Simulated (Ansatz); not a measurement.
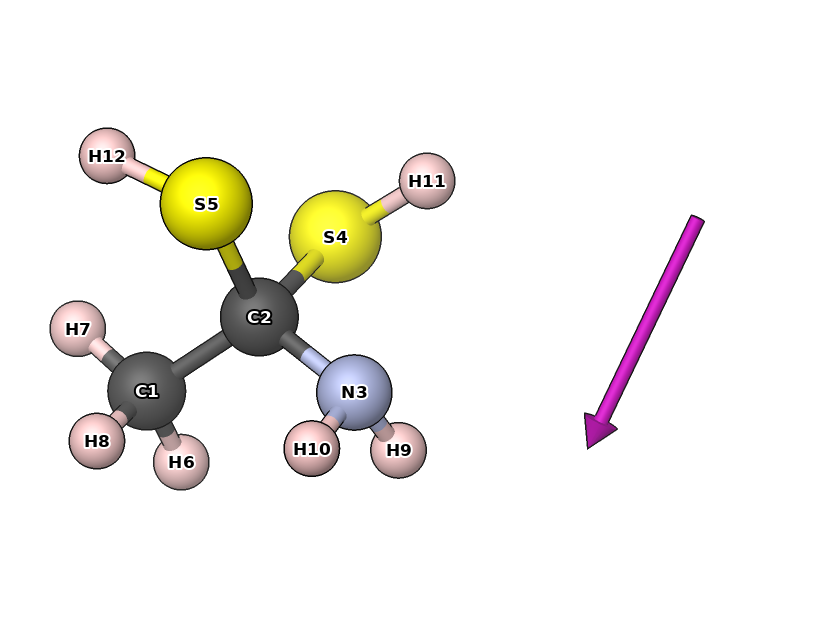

The arrow beside the molecule shows the direction of the dipole moment, from the negative to the positive end (its length means nothing). The computed structure is the end point of a PBE-D4/def2-SVP optimisation. No frequency run is at hand to confirm it as a minimum. Method: RKS PBE-D4/def2-SVP (Ansatz 0.2.0).

How large is the dipole moment?

1.87 D; it points from the side of H11 to the side of H6, H8 (the outermost atoms at the two ends).
